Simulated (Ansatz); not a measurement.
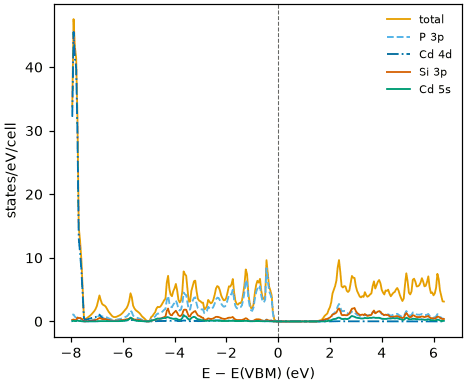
Fig. 1. Total and projected density of states of CdSiP$_{2}$ (chalcopyrite, I-42d), plane-wave PAW PBE (Ansatz code)

Task: Which orbitals carry the states next to the gap?

Result: Top 1 eV of the valence band: P 3p 84 %, outside the projected shells 5 %. Bottom 1 eV of the conduction band: P 3p 26 %, Si 3p 24 %, Si 3s 12 %, P 3s 11 %, Cd 5s 6 %, outside the projected shells 20 %. Projections are on Löwdin-orthogonalised atomic valence shells; empty p or d shells of many metals are not among them.

Symmetry was held in the PBE relaxation. Spin–orbit coupling is left out wherever it is not named.

Potentials: the later of the program's two PAW sets.
